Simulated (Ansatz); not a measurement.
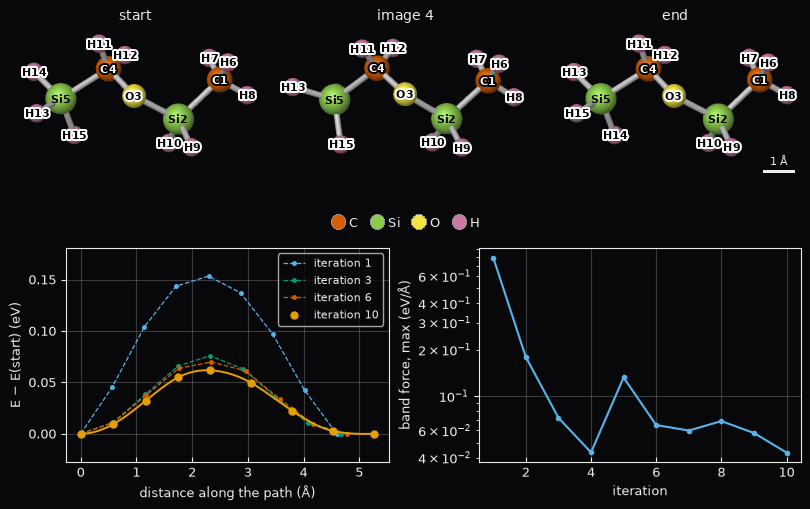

NEB run on C2H10OSi2. Images are numbered from 0 (start) to 8 (end). The plot follows the band through its iterations. Style: ball-and-stick. Shown face on.

These are results of RKS PBE0-D4/6-31G (Ansatz), not measurements.

Input file:
```yaml
crystal:
  periodic: [false, false, false]
  atoms:
    - { symbol: C, position_ang: [-2.19228, 0.57584, 1.272208] }
    - { symbol: Si, position_ang: [-0.719603, 1.320866, 0.332058] }
    - { symbol: O, position_ang: [0.733583, 0.399845, 0.580258] }
    - { symbol: C, position_ang: [0.911458, -0.961436, 0.121254] }
    - { symbol: Si, position_ang: [1.982219, -0.943232, -1.483324] }
    - { symbol: H, position_ang: [-1.991143, 0.55223, 2.347166] }
    - { symbol: H, position_ang: [-2.405393, -0.445121, 0.939332] }
    - { symbol: H, position_ang: [-3.088803, 1.181597, 1.099357] }
    - { symbol: H, position_ang: [-0.378377, 2.687527, 0.83985] }
    - { symbol: H, position_ang: [-1.052082, 1.374862, -1.142066] }
    - { symbol: H, position_ang: [1.433806, -1.508496, 0.912734] }
    - { symbol: H, position_ang: [-0.044391, -1.477945, -0.053509] }
    - { symbol: H, position_ang: [3.334039, -0.364969, -1.183319] }
    - { symbol: H, position_ang: [2.153013, -2.340987, -2.025913] }
    - { symbol: H, position_ang: [1.302255, -0.101281, -2.526788] }
basis:
  gaussian: { orbitals: "6-31G" }
hamiltonian:
  xc: pbe0
  dispersion: d4
neb:
  order_check: false
  images: 7
  f_tol: 0.05
  max_iterations: 10
  initial_path: idpp
  final_atoms:
    - { symbol: C, position_ang: [-2.18724943, 0.4904557, 1.31418454] }
    - { symbol: Si, position_ang: [-0.88182623, 1.25077043, 0.16276619] }
    - { symbol: O, position_ang: [0.69758341, 0.58592044, 0.45523109] }
    - { symbol: C, position_ang: [1.04373186, -0.79873025, 0.21130552] }
    - { symbol: Si, position_ang: [2.01876605, -0.91253356, -1.44915532] }
    - { symbol: H, position_ang: [-1.93878249, 0.68520275, 2.36158916] }
    - { symbol: H, position_ang: [-2.26128354, -0.59290018, 1.17362522] }
    - { symbol: H, position_ang: [-3.17028256, 0.92628682, 1.10303682] }
    - { symbol: H, position_ang: [-0.71453671, 2.71751471, 0.41380679] }
    - { symbol: H, position_ang: [-1.28894175, 1.00651499, -1.27299196] }
    - { symbol: H, position_ang: [1.67732427, -1.12889575, 1.04083572] }
    - { symbol: H, position_ang: [0.16308891, -1.45848648, 0.1936817] }
    - { symbol: H, position_ang: [2.35832473, -2.34718715, -1.77148707] }
    - { symbol: H, position_ang: [1.17369571, -0.35483176, -2.5604958] }
    - { symbol: H, position_ang: [3.28868876, -0.11980071, -1.3466346] }
```

Launched with:
```bash
ansatz run input.yaml --threads 1 --pin off --max-ram 2048MiB --backend cpu --events-out ev --progress --plain --runs-dir out
```

> Judge this run.

The run is converged, with reservations. The band converged in 10 iterations. The largest component of the band force went from 0.79 to 0.043 eV/Å. The climbing image converged on the top of the path. Its curvatures weren't checked. The iteration limit was low. The first iteration put the highest image at 0.153 eV. The barrier is about 0.062 eV in both directions, with image 4 at the top; the ends have the same energy.

Limits of the set-up: the basis has no polarisation functions, which atoms past neon need.

Cost: 13 min on 1 thread of Intel(R) Xeon(R) Processor @ 2.50GHz (Skylake/Cascade Lake) (shared host), peak memory 0.19 GiB.
